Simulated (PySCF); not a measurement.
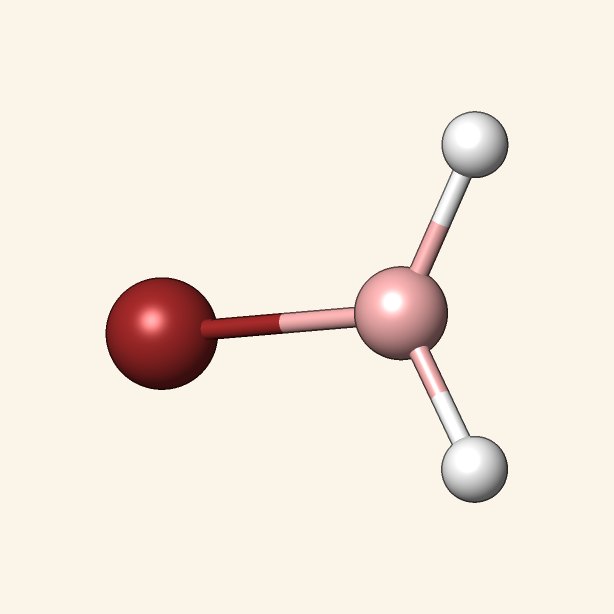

A ball-and-stick model of a molecule. Every bond is drawn as one stick, whatever its order. Colours: boron pink, bromine red, hydrogen white.

Computed geometry: GFN2-xTB optimisation. No frequency run is at hand to confirm it as a minimum.

**Which formula does it have?**

BBrH2, 4 atoms: 1 boron, 1 bromine and 2 hydrogen.

**Write the SMILES.**

BBr

**Which point group does it belong to?**

C2v.

The parts below concern this one geometry. Atoms keep their numbers from picture to picture.

Dipole moment

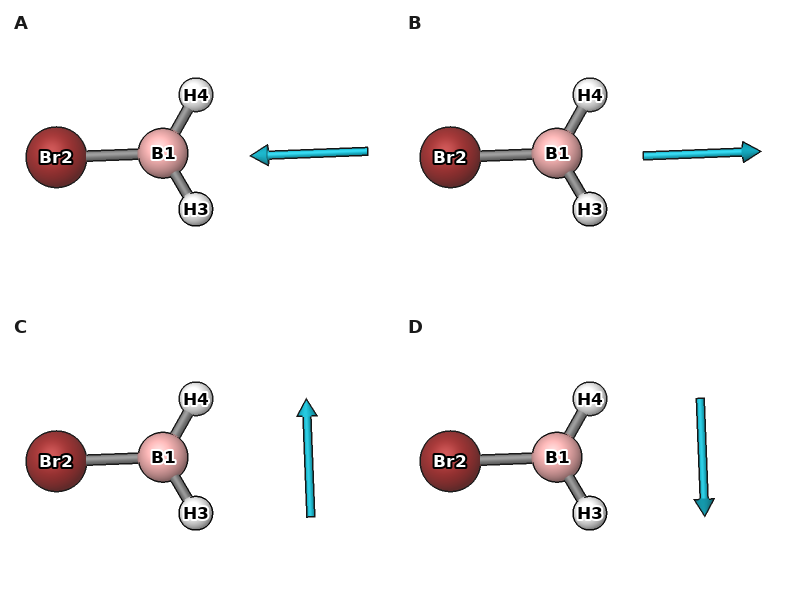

The same molecule four times, each with an arrow. No frequency run is at hand to confirm it as a minimum. Method: ωB97X-D/def2-SVPD, gas phase (PySCF 2.14.0).

**Which arrow points along the dipole moment, from the negative to the positive end?**

B. The dipole moment is 0.46 D; it points from the side of Br2 to the side of H3, H4 (the outermost atoms at the two ends).

Excitation

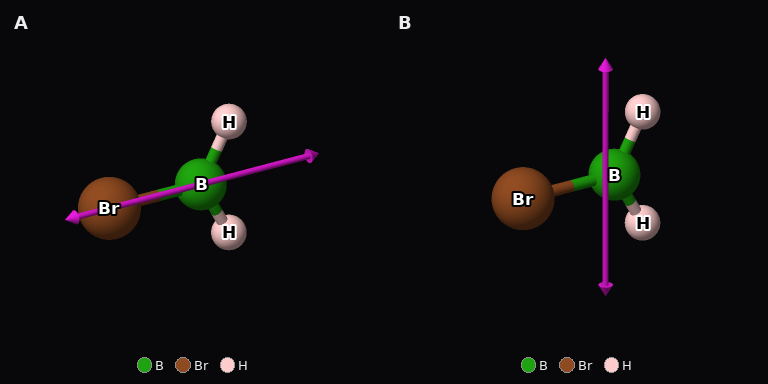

The double arrows show the directions of two transition dipoles from the ground state (lengths mean nothing). No frequency run is at hand to confirm it as a minimum. Properties computed with TDDFT ωB97X-D/def2-SVPD, vertical, gas phase, core orbitals frozen in the response (PySCF 2.14.0).

**One belongs to singlet state 5 and one to singlet state 7. Which is which?**

A: state 7, 8.88 eV (140 nm), oscillator strength 0.067, mainly HOMO → LUMO+3 (weight 0.97).
B: state 5, 7.78 eV (159 nm), oscillator strength 0.047, mainly HOMO → LUMO+1 (weight 0.82); polarised in the molecular plane.

Polarisability

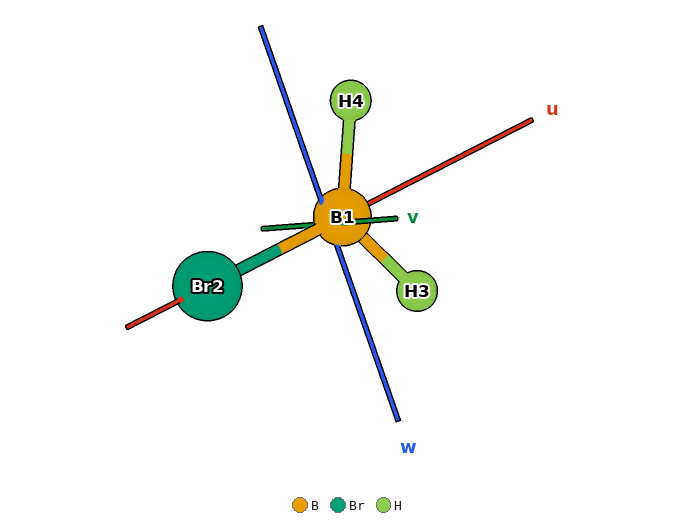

The lines u, v and w are the principal axes of the static dipole polarisability. No frequency run is at hand to confirm it as a minimum. Method: ωB97X-D/def2-SVPD (PySCF 2.14.0).

**Along which axis is the molecule most polarisable, and along which least?**

Most along u (in the molecular plane, nearly parallel to the B1–Br2 bond), least along v (normal to the molecular plane).

**Give the three principal values.**

u 45.4, v 29.7, w 32.8 bohr³; mean 35.9, anisotropy 14.4 bohr³.

The geometry is semi-empirical. Around B, Br such bond lengths and angles can be off by a tenth of an ångström or more and by several degrees, and values that hang on the shape move with them.
